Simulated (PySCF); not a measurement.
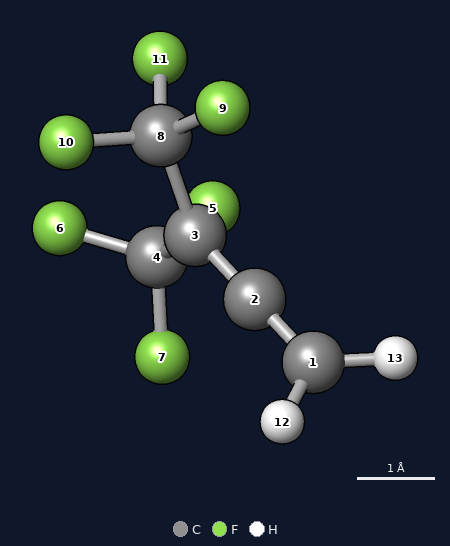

Figure 1. The structure (ball-and-stick view, seen at a tilt; atoms are numbered from 1 in the order of the input). Bond lengths as drawn: C–C 1.28 to 1.51 Å, C–F 1.33 to 1.34 Å and C–H 1.08 Å.

Spin–spin coupling calculation of C5H2F6

The run: spin–spin coupling calculation of C5H2F6, SMILES C=C=C(C(F)(F)F)C(F)(F)F. Method and program: B97-D/pcseg-1 indirect spin-spin coupling, non-relativistic, gas phase (PySCF 2.14.0).

The geometry comes from this level: GFN2-xTB. It belongs to a series of runs on one base structure; here: B97-D/pcseg-1; guess sap. Figures and captions count atoms from 1; the log counts them from 0 in places.

Output
```
final grid: 136408 points
cycle   1  E = -778.8055105552  dE =  8.852e+00  |g| = 5.496e+00  |ddm| = 4.311e+01
cycle   2  E = -708.9311315511  dE =  6.987e+01  |g| = 1.926e+01  |ddm| = 6.045e+01
cycle   3  E = -774.6711676942  dE = -6.574e+01  |g| = 7.140e+00  |ddm| = 4.019e+01
cycle   4  E = -784.0663009116  dE = -9.395e+00  |g| = 4.543e+00  |ddm| = 1.173e+01
cycle   5  E = -788.1663741631  dE = -4.100e+00  |g| = 2.643e+00  |ddm| = 6.693e+00
cycle   6  E = -789.9980635803  dE = -1.832e+00  |g| = 6.950e-01  |ddm| = 6.233e+00
cycle   7  E = -790.0158742583  dE = -1.781e-02  |g| = 7.682e-01  |ddm| = 1.503e+00
cycle   8  E = -790.1312471835  dE = -1.154e-01  |g| = 1.432e-01  |ddm| = 8.294e-01
cycle   9  E = -790.1352332879  dE = -3.986e-03  |g| = 7.100e-02  |ddm| = 2.096e-01
cycle  10  E = -790.1363022484  dE = -1.069e-03  |g| = 2.175e-02  |ddm| = 7.583e-02
cycle  11  E = -790.1364040045  dE = -1.018e-04  |g| = 4.153e-03  |ddm| = 2.659e-02
cycle  12  E = -790.1364073676  dE = -3.363e-06  |g| = 1.682e-03  |ddm| = 5.017e-03
cycle  13  E = -790.1364077682  dE = -4.006e-07  |g| = 8.065e-04  |ddm| = 1.957e-03
cycle  14  E = -790.1364078890  dE = -1.208e-07  |g| = 1.788e-04  |ddm| = 8.578e-04
cycle  15  E = -790.1364078950  dE = -6.013e-09  |g| = 3.882e-05  |ddm| = 2.229e-04
cycle  16  E = -790.1364078952  dE = -1.944e-10  |g| = 1.913e-05  |ddm| = 4.936e-05
converged SCF energy = -790.1364078952

Indirect spin-spin couplings (Hz)
  i      j    bonds     total        FC       PSO       DSO        SD
  0 C    4 F    4     -0.555    -1.322     0.435    -0.164     0.495
  0 C    5 F    4      0.762     0.770     0.085    -0.260     0.167
  0 C    6 F    4      0.701     0.906     0.027     0.012    -0.243
  0 C    8 F    4      0.715     0.916     0.026     0.012    -0.239
  0 C    9 F    4     -0.547    -1.314     0.436    -0.164     0.495
  0 C   10 F    4      0.747     0.752     0.086    -0.259     0.168
  0 C   11 H    1    169.651   168.740     0.249     0.662         -
  0 C   12 H    1    169.701   168.790     0.248     0.662         -
  1 C    4 F    3      4.452     5.667     0.647    -0.046    -1.815
  1 C    5 F    3      7.012     6.844     1.766    -0.217    -1.381
  1 C    6 F    3     -1.369     0.018    -1.835     0.269     0.179
  1 C    8 F    3     -1.386     0.005    -1.840     0.269     0.181
  1 C    9 F    3      4.436     5.656     0.648    -0.047    -1.821
  1 C   10 F    3      6.991     6.829     1.767    -0.216    -1.388
  1 C   11 H    2     -5.847    -4.247    -1.191    -0.409         -
  1 C   12 H    2     -5.831    -4.232    -1.189    -0.410         -
  2 C    4 F    2     33.712    33.826    -2.008     0.302     1.592
  2 C    5 F    2     42.099    42.057    -1.751     0.308     1.484
  2 C    6 F    2     39.714    42.018    -3.032     0.264     0.464
  2 C    8 F    2     39.843    42.145    -3.026     0.265     0.459
  2 C    9 F    2     33.764    33.870    -2.004     0.302     1.596
  2 C   10 F    2     42.071    42.025    -1.750     0.309     1.487
  2 C   11 H    3      9.738     9.815     0.160    -0.237         -
  2 C   12 H    3      9.733     9.810     0.160    -0.237         -
  3 C    4 F    1   -290.097  -263.706   -33.922     1.626     5.906
  3 C    5 F    1   -288.260  -261.396   -34.325     1.654     5.807
  3 C    6 F    1   -277.126  -251.806   -33.295     1.609     6.366
  3 C    8 F    3      6.100     5.965     0.283    -0.110    -0.037
  3 C    9 F    3     -0.819    -1.280     0.226     0.172     0.063
  3 C   10 F    3     -3.566    -3.561    -0.347     0.397    -0.055
  3 C   11 H    4     -4.199    -4.174     0.058    -0.083         -
  3 C   12 H    4     -4.171    -4.153     0.055    -0.072         -
  4 F    5 F    2    112.277    95.554   -30.792     0.149    47.366
  4 F    6 F    2    114.047    98.343   -30.642     0.054    46.292
  4 F    7 C    3     -0.800    -1.261     0.227     0.171     0.063
  4 F    8 F    4     -0.679     0.687    -0.353    -0.653    -0.359
  4 F    9 F    4      3.650    -0.715     3.542    -0.886     1.710
  4 F   10 F    4     11.350     9.956    -0.997     0.985     1.406
  4 F   11 H    5      5.218     5.584     0.725    -0.939    -0.152
  4 F   12 H    5      6.033     6.236     0.246    -0.301    -0.148
  5 F    6 F    2    113.926    86.031   -18.584     0.080    46.400
  5 F    7 C    3     -3.568    -3.563    -0.348     0.398    -0.056
  5 F    8 F    4      0.829     0.946     1.037    -1.077    -0.077
  5 F    9 F    4     11.421    10.048    -1.000     0.986     1.388
  5 F   10 F    4     16.264    13.105     2.300     0.905    -0.047
  5 F   11 H    5      2.164     2.488     0.441    -0.722    -0.043
  5 F   12 H    5      0.962     1.379     0.664    -1.061    -0.020
  6 F    7 C    3      6.062     5.928     0.282    -0.110    -0.038
  6 F    8 F    4     16.167     9.947     3.129    -1.032     4.122
  6 F    9 F    4     -0.684     0.681    -0.354    -0.653    -0.358
  6 F   10 F    4      0.829     0.954     1.037    -1.077    -0.085
  6 F   11 H    5     -0.549    -0.207    -0.195    -0.047    -0.100
  6 F   12 H    5     -0.326    -0.101     0.133    -0.336    -0.022
  7 C    8 F    1   -277.185  -251.868   -33.303     1.608     6.377
  7 C    9 F    1   -290.211  -263.809   -33.929     1.625     5.903
  7 C   10 F    1   -288.386  -261.515   -34.329     1.654     5.805
  7 C   11 H    4     -4.174    -4.156     0.055    -0.072         -
  7 C   12 H    4     -4.199    -4.174     0.059    -0.083         -
  8 F    9 F    2    113.725    97.986   -30.617     0.053    46.303
  8 F   10 F    2    113.364    85.294   -18.410     0.079    46.402
  8 F   11 H    5     -0.332    -0.106     0.132    -0.335    -0.022
  8 F   12 H    5     -0.553    -0.212    -0.195    -0.048    -0.099
  9 F   10 F    2    112.062    95.465   -30.942     0.148    47.391
  9 F   11 H    5      6.012     6.215     0.246    -0.301    -0.148
  9 F   12 H    5      5.201     5.568     0.725    -0.940    -0.152
 10 F   11 H    5      0.987     1.404     0.665    -1.060    -0.020
 10 F   12 H    5      2.179     2.502     0.441    -0.722    -0.042
 11 H   12 H    2    -11.990   -11.268     2.779    -3.501         -
```

This output came from the following input.

Input file
```
{"job": {"kind": "j", "xc": "B97-D", "basis": "pcseg-1", "scf": {"guess": "sap"}}, "charge": 0, "multiplicity": 1}
C      2.395947     0.258124    -0.141423
C      1.120823     0.120160    -0.066918
C     -0.175463    -0.018602     0.008901
C     -0.817155    -1.357385     0.280398
F     -1.250889    -1.944478    -0.844405
F     -1.866360    -1.262101     1.099171
F      0.048174    -2.208471     0.844358
C     -1.113661     1.150038    -0.170384
F     -0.518022     2.158320    -0.818272
F     -1.531136     1.645031     1.003785
F     -2.204996     0.824123    -0.865551
H      2.987576     0.492776     0.727971
H      2.920774     0.142952    -1.075361
```

The first line tells a small driver script what to run in PySCF; the rest is the geometry in Å.

Launch command:
```bash
OMP_NUM_THREADS=1 python <driver script> task.json out
```

Results in brief

```csv
quantity,value
outcome,converged
total energy,−790.136408 hartree
HOMO,−7.83 eV
LUMO,−2.27 eV
dipole moment,3.37 D
hardware,"1 CPU thread, shared host"
wall time,77 s
peak memory,0.69 GiB
```

Remarks

Settings chosen away from the usual ones: B97-D/pcseg-1; guess sap.
